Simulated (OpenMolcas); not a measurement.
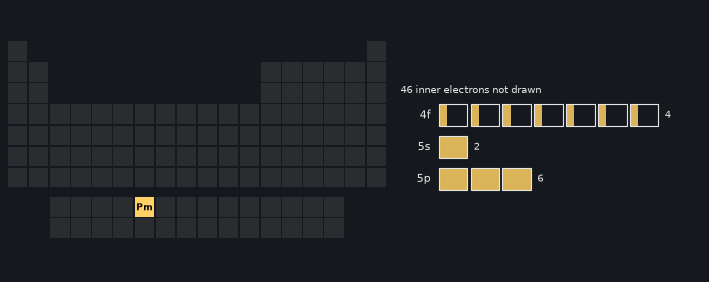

Fig. 1: Left, the place of promethium in the periodic table; right, the outer shells of the leading configuration of the lowest level: a box for each of the 2l + 1 orbitals, shaded by the share of the shell that is filled, with the electron count at the right.

## Pm³⁺ complex: multiconfigurational calculation (part 1 of 2)

- system: Pm³⁺ with 6 ligands (F; octahedron, 2.096 Å), embedded in Cs2NaYF6 by model potentials and point charges, whose field is part of the energies.
- method: state-averaged CASSCF, active space 4 electrons in the shell 4f, basis ANO-RCC-VDZP on the metal and ANO-RCC-VDZP on the ligands, DKH2 scalar Hamiltonian, spin-orbit coupling by RASSI with atomic mean-field integrals (OpenMolcas)

## Key numbers

| quantity | value |
| --- | --- |
| outcome | converged |
| energy of the lowest spin-free term | −10610.84455 hartree |
| energy of the lowest spin-orbit level | −10610.86348 hartree |
| largest spread among components of a term | 0.0 cm⁻¹ |
| hardware | 1 thread of Arm Neoverse V1, 24 GiB of memory available, shared host |
| wall time | 2 min |
| peak memory | 0.6 GiB |

## Remarks

Without dynamic correlation the splittings between terms come out too large, often by 20 to 50 %. Caveats: high states of lower spin left out of the spin-orbit mixing; the geometry is set by hand, with no relaxation; spin-free states above about 40,000 cm⁻¹ are left out of the spin-orbit step.

## Input file
```
&GATEWAY
Basis set
Pm.ANO-RCC-VDZP.
Pm1 0.0 0.0 0.0 Angstrom
End of basis
Basis set
F.ANO-RCC-VDZP.
L1 2.096000 0.000000 0.000000 Angstrom
L2 0.000000 2.096000 0.000000 Angstrom
L3 0.000000 0.000000 2.096000 Angstrom
End of basis
Basis set
Na.EMB-AIMP.Ruiperez.7s4p.1s1p.ECP.Cs2NaYF6.
PseudoCharge
* 3 symmetry-unique lattice sites within 7.6 angstrom
End of basis
Basis set
Cs.EMB-AIMP.Ruiperez.0s.0s.ECP.Cs2NaYF6.
PseudoCharge
* 16 symmetry-unique lattice sites within 7.6 angstrom
End of basis
Basis set
F.EMB-AIMP.Ruiperez.0s.0s.ECP.Cs2NaYF6.
PseudoCharge
* 27 symmetry-unique lattice sites within 7.6 angstrom
End of basis
Basis set
Y.EMB-AIMP.Ruiperez.0s.0s.ECP.Cs2NaYF6.
PseudoCharge
* 6 symmetry-unique lattice sites within 7.6 angstrom
End of basis
Symmetry
XYZ
AngMom=0.0 0.0 0.0
AMFI
RICD
XField
1537 Angstrom 0
* Evjen-weighted lattice charges
&SEWARD
&RASSCF
FileOrb=start.orb
Symmetry=1
Spin=5
nActEl=4 0 0
Inactive=30 27
Ras2=0 7
CIRoot=35 35 1
SDav=35
CIMx=300
Iter=150 100
PrWF=0.3
OrbListing=Nothing
MaxOrb=0
LevShft=1.0
>>> COPY $Project.JobIph JOB001
&RASSCF
FileOrb=start.orb
Symmetry=1
Spin=3
nActEl=4 0 0
Inactive=30 27
Ras2=0 7
CIRoot=162 162 1
SDav=210
CIMx=300
Iter=150 100
PrWF=0.3
OrbListing=Nothing
MaxOrb=0
CIOnly
LevShft=1.0
>>> COPY $Project.JobIph JOB002
&RASSCF
FileOrb=start.orb
Symmetry=1
Spin=1
nActEl=4 0 0
Inactive=30 27
Ras2=0 7
CIRoot=162 162 1
SDav=196
CIMx=300
Iter=150 100
PrWF=0.3
OrbListing=Nothing
MaxOrb=0
CIOnly
LevShft=1.0
>>> COPY $Project.JobIph JOB003
&RASSI
NrOfJobIphs=3 32 106 31
1 2 3 4 5 6 7 8 9 10 11 12 13 14 15 16 17 18 19 20 21 22 23 24 25 26 27
28 29 30 31 32
1 2 3 4 5 6 7 8 9 10 11 12 13 14 15 16 17 18 19 20 21 22 23 24 25 26 27
28 29 30 31 32 33 34 35 36 37 38 39 40 41 42 43 44 45 46 47 48 49 50 51
52 53 54 55 56 57 58 59 60 61 62 63 64 65 66 67 68 69 70 71 72 73 74 75
76 77 78 79 80 81 82 83 84 85 86 87 88 89 90 91 92 93 94 95 96 97 98 99
100 101 102 103 104 105 106
1 2 3 4 5 6 7 8 9 10 11 12 13 14 15 16 17 18 19 20 21 22 23 24 25 26 27
28 29 30 31
IphNames
JOB001
JOB002
JOB003
EJob
SpinOrbit
DIPRint=1.0
SOCoupling=1000.0
Subsets=2
Property=9
'ANGMOM' 1 'ANGMOM' 2 'ANGMOM' 3 'MLTPL  1' 1 'MLTPL  1' 2 'MLTPL  1' 3
'AMFI' 1 'AMFI' 2 'AMFI' 3
SOProperty=3
'ANGMOM' 1 'ANGMOM' 2 'ANGMOM' 3
```

The file start.orb holds starting orbitals from an earlier step. A driver script formed the levels outside the program, from RASSI's spin-orbit matrix and the active-space energies, averaged over the components of each term or state.

Launched with:
```bash
OMP_NUM_THREADS=1 MOLCAS_MEM=2457 MOLCAS_PROJECT=a pymolcas a.inp > a.log  # once for each step of the input, in one work folder
```

## The program's output (extracts)
```
--- SEWARD ---
Basis set label: PM.ANO-RCC...7S6P4D2F1G.

      Electronic valence basis set:
      ------------------
      Associated Effective Charge  61.000000 au
      Associated Actual Charge     61.000000 au
      Nuclear Model: Point charge

      Shell  nPrim  nBasis  Cartesian Spherical Contaminant
         s      25       7        X
         p      22       6        X
         d      15       4                 X
         f      11       2                 X
         g       4       1                 X
                  Relativistic Douglas-Kroll-Hess integrals:
                    - DKH order of Hamiltonian: 2
                    - DKH order of Properties : 0
                  Atomic mean-field integrals
--- RASSCF ---
Wave function specifications:
      -----------------------------

      Number of closed shell electrons         114
      Number of electrons in active shells       4
      Max number of holes in RAS1 space          0
      Max nr of electrons in RAS3 space          0
      Number of inactive orbitals               57
      Number of active orbitals                  7
      Number of secondary orbitals             112
      Spin quantum number                      2.0
      State symmetry                             1
Orbital specifications:
      -----------------------

      Symmetry species                           1   2
                                                ag  au
      Frozen orbitals                            0   0
      Inactive orbitals                         30  27
      Active orbitals                            0   7
      RAS1 orbitals                              0   0
      RAS2 orbitals                              0   7
      RAS3 orbitals                              0   0
      Secondary orbitals                        60  52
      Deleted orbitals                           0   0
      Number of basis functions                 90  86
      Number of CSFs                            35
      Number of root(s) required                35
      Iter CI   SX   CI       RASSCF       Energy    max ROT     max BLB   max BLB  Level Ln srch  Step   QN
          iter iter root      energy       change     param      element    value   shift minimum  type update
 Nr of preliminary CI iterations:   1
      Total energies have been shifted. Add               -10000.00 au
        1   1   10    0  -609.82909705    0.00E+00  -6.63E-02   26  68 2 -3.24E-01*  0.79   0.00    SX    NO
        2   1   11    0  -610.68024484   -8.51E-01*  4.43E-02   30  33 1  1.50E-01*  0.53   0.00    SX    NO
        3   1   10    0  -610.76092725   -8.07E-02*  1.51E-02   30  33 1  5.22E-02*  0.57   0.00    SX    NO
        4   1   10    0  -610.77157666   -1.06E-02* -6.92E-03   30  33 1  2.40E-02*  0.59   0.00    SX    NO
        5   1    9    0  -610.77346789   -1.89E-03* -5.04E-03   30  33 1  1.01E-02*  0.60   1.75    LS   YES
        6   1    9    0  -610.77389456   -4.27E-04*  1.13E-03   14  35 1  4.06E-03*  0.60   1.03    QN   YES
        7   1    8    0  -610.77397261   -7.81E-05* -3.14E-04   10  42 2 -1.22E-03*  0.60   0.99    QN   YES
        8   1    7    0  -610.77398021   -7.60E-06* -1.99E-04   12  31 2  3.06E-04*  0.60   1.32    QN   YES
        9   1    6    0  -610.77398119   -9.86E-07*  4.02E-05   10  31 1 -1.18E-04*  0.60   0.98    QN   YES
       10   1    6    0  -610.77398127   -7.49E-08* -2.35E-05   12  44 2  4.18E-05   0.60   1.30    QN   YES
       11   1    5    0  -610.77398128   -1.51E-08* -4.54E-06   12  33 1  1.35E-05   0.60   1.15    QN   YES
       12   1    4    0  -610.77398128   -7.22E-10   8.82E-07   12  33 1  2.53E-06   0.60   1.20    QN   YES
      Convergence after 12 iterations
       13   1    4    0  -610.77398128    2.69E-10   8.82E-07   27  47 2  7.11E-07   0.60   1.20    QN   YES
      Natural orbitals and occupation numbers for root  1
      sym 2:   0.824355   0.312580   0.187258   0.819298   0.176876   0.927179   0.752454
      Natural orbitals and occupation numbers for root  2
      sym 2:   0.752575   0.186656   0.927147   0.177375   0.819495   0.824229   0.312524
      Natural orbitals and occupation numbers for root  3
      sym 2:   0.176063   0.308504   0.823805   0.177450   0.928176   0.824950   0.761050
::    RASSCF root number  1 Total energy: -10610.84455326
::    RASSCF root number  2 Total energy: -10610.84455326
::    RASSCF root number  3 Total energy: -10610.84455326
::    RASSCF root number  4 Total energy: -10610.84444910
::    RASSCF root number  5 Total energy: -10610.84379044
::    RASSCF root number  6 Total energy: -10610.84379044
::    RASSCF root number  7 Total energy: -10610.84379044
::    RASSCF root number  8 Total energy: -10610.84066442
::    RASSCF root number  9 Total energy: -10610.84066442
::    RASSCF root number 10 Total energy: -10610.83952351
::    RASSCF root number 11 Total energy: -10610.83952351
::    RASSCF root number 12 Total energy: -10610.83952351
::    RASSCF root number 13 Total energy: -10610.83821740
::    RASSCF root number 14 Total energy: -10610.77684727
::    RASSCF root number 15 Total energy: -10610.77550154
::    RASSCF root number 16 Total energy: -10610.77550154
::    RASSCF root number 17 Total energy: -10610.77550154
::    RASSCF root number 18 Total energy: -10610.77501737
::    RASSCF root number 19 Total energy: -10610.77144189
::    RASSCF root number 20 Total energy: -10610.77144189
::    RASSCF root number 21 Total energy: -10610.77144189
::    RASSCF root number 22 Total energy: -10610.74004771
::    RASSCF root number 23 Total energy: -10610.73712975
::    RASSCF root number 24 Total energy: -10610.73712975
::    RASSCF root number 25 Total energy: -10610.73712975
::    RASSCF root number 26 Total energy: -10610.73439621
::    RASSCF root number 27 Total energy: -10610.73439621
::    RASSCF root number 28 Total energy: -10610.73121889
::    RASSCF root number 29 Total energy: -10610.73121889
::    RASSCF root number 30 Total energy: -10610.73121889
--- RASSCF ---
Wave function specifications:
      -----------------------------

      Number of closed shell electrons         114
      Number of electrons in active shells       4
      Max number of holes in RAS1 space          0
      Max nr of electrons in RAS3 space          0
      Number of inactive orbitals               57
      Number of active orbitals                  7
      Number of secondary orbitals             112
      Spin quantum number                      1.0
      State symmetry                             1
Orbital specifications:
      -----------------------

      Symmetry species                           1   2
                                                ag  au
      Frozen orbitals                            0   0
      Inactive orbitals                         30  27
      Active orbitals                            0   7
      RAS1 orbitals                              0   0
      RAS2 orbitals                              0   7
      RAS3 orbitals                              0   0
      Secondary orbitals                        60  52
      Deleted orbitals                           0   0
      Number of basis functions                 90  86
      Number of CSFs                           210
      Number of root(s) required               162
      Iter CI   SX   CI       RASSCF       Energy    max ROT     max BLB   max BLB  Level Ln srch  Step   QN
          iter iter root      energy       change     param      element    value   shift minimum  type update
 Nr of preliminary CI iterations:   1
        1   1    0    0-10610.68154656    0.00E+00   0.00E+00   33  40 2 -8.05E-03*  0.00   0.00    SX    NO
      Natural orbitals and occupation numbers for root  1
      sym 2:   0.675088   0.452788   0.505002   0.504667   0.640520   0.676500   0.545434
      Natural orbitals and occupation numbers for root  2
      sym 2:   0.452686   0.545400   0.640843   0.504969   0.675283   0.676065   0.504754
      Natural orbitals and occupation numbers for root  3
      sym 2:   0.504965   0.545397   0.675278   0.452676   0.676046   0.640875   0.504764
::    RASSCF root number  1 Total energy: -10610.76222354
::    RASSCF root number  2 Total energy: -10610.76222354
::    RASSCF root number  3 Total energy: -10610.76222354
::    RASSCF root number  4 Total energy: -10610.76183785
::    RASSCF root number  5 Total energy: -10610.76183785
::    RASSCF root number  6 Total energy: -10610.76183785
::    RASSCF root number  7 Total energy: -10610.76135732
::    RASSCF root number  8 Total energy: -10610.76098682
::    RASSCF root number  9 Total energy: -10610.76098682
::    RASSCF root number 10 Total energy: -10610.76098682
::    RASSCF root number 11 Total energy: -10610.76071149
::    RASSCF root number 12 Total energy: -10610.76071149
::    RASSCF root number 13 Total energy: -10610.76071149
::    RASSCF root number 14 Total energy: -10610.76070584
::    RASSCF root number 15 Total energy: -10610.76070584
::    RASSCF root number 16 Total energy: -10610.74183406
::    RASSCF root number 17 Total energy: -10610.74183406
::    RASSCF root number 18 Total energy: -10610.74183406
::    RASSCF root number 19 Total energy: -10610.74149427
::    RASSCF root number 20 Total energy: -10610.74149427
::    RASSCF root number 21 Total energy: -10610.73734388
::    RASSCF root number 22 Total energy: -10610.73734388
::    RASSCF root number 23 Total energy: -10610.73734388
::    RASSCF root number 24 Total energy: -10610.73585635
::    RASSCF root number 25 Total energy: -10610.73585635
::    RASSCF root number 26 Total energy: -10610.73585635
::    RASSCF root number 27 Total energy: -10610.73489391
::    RASSCF root number 28 Total energy: -10610.73397825
::    RASSCF root number 29 Total energy: -10610.73397825
::    RASSCF root number 30 Total energy: -10610.73397825
--- RASSCF ---
Wave function specifications:
      -----------------------------

      Number of closed shell electrons         114
      Number of electrons in active shells       4
      Max number of holes in RAS1 space          0
      Max nr of electrons in RAS3 space          0
      Number of inactive orbitals               57
      Number of active orbitals                  7
      Number of secondary orbitals             112
      Spin quantum number                      0.0
      State symmetry                             1
Orbital specifications:
      -----------------------

      Symmetry species                           1   2
                                                ag  au
      Frozen orbitals                            0   0
      Inactive orbitals                         30  27
      Active orbitals                            0   7
      RAS1 orbitals                              0   0
      RAS2 orbitals                              0   7
      RAS3 orbitals                              0   0
      Secondary orbitals                        60  52
      Deleted orbitals                           0   0
      Number of basis functions                 90  86
      Number of CSFs                           196
      Number of root(s) required               162
      Iter CI   SX   CI       RASSCF       Energy    max ROT     max BLB   max BLB  Level Ln srch  Step   QN
          iter iter root      energy       change     param      element    value   shift minimum  type update
 Nr of preliminary CI iterations:   1
        1   1    0    0-10610.61288053    0.00E+00   0.00E+00   33  40 2 -1.37E-02*  0.00   0.00    SX    NO
      Natural orbitals and occupation numbers for root  1
      sym 2:   0.217042   0.262163   0.725152   0.376069   1.004286   0.858312   0.556976
      Natural orbitals and occupation numbers for root  2
      sym 2:   0.719836   0.262163   0.999183   0.210794   0.550515   0.868752   0.388758
      Natural orbitals and occupation numbers for root  3
      sym 2:   0.180686   0.295646   0.683993   0.544917   0.875138   0.875101   0.544519
::    RASSCF root number  1 Total energy: -10610.71343277
::    RASSCF root number  2 Total energy: -10610.71343277
::    RASSCF root number  3 Total energy: -10610.71312157
::    RASSCF root number  4 Total energy: -10610.71312157
::    RASSCF root number  5 Total energy: -10610.71312157
::    RASSCF root number  6 Total energy: -10610.71267368
::    RASSCF root number  7 Total energy: -10610.71267368
::    RASSCF root number  8 Total energy: -10610.71267368
::    RASSCF root number  9 Total energy: -10610.71122283
::    RASSCF root number 10 Total energy: -10610.71117715
::    RASSCF root number 11 Total energy: -10610.71117715
::    RASSCF root number 12 Total energy: -10610.71107101
::    RASSCF root number 13 Total energy: -10610.71107101
::    RASSCF root number 14 Total energy: -10610.71107101
::    RASSCF root number 15 Total energy: -10610.71008331
::    RASSCF root number 16 Total energy: -10610.71008331
::    RASSCF root number 17 Total energy: -10610.71008331
::    RASSCF root number 18 Total energy: -10610.69792019
::    RASSCF root number 19 Total energy: -10610.69792019
::    RASSCF root number 20 Total energy: -10610.69698512
::    RASSCF root number 21 Total energy: -10610.69698512
::    RASSCF root number 22 Total energy: -10610.69698512
::    RASSCF root number 23 Total energy: -10610.69083548
::    RASSCF root number 24 Total energy: -10610.69083548
::    RASSCF root number 25 Total energy: -10610.69083548
::    RASSCF root number 26 Total energy: -10610.68479386
::    RASSCF root number 27 Total energy: -10610.68479386
::    RASSCF root number 28 Total energy: -10610.68231203
::    RASSCF root number 29 Total energy: -10610.68231203
::    RASSCF root number 30 Total energy: -10610.68231203
```

(Continued in part 2.)
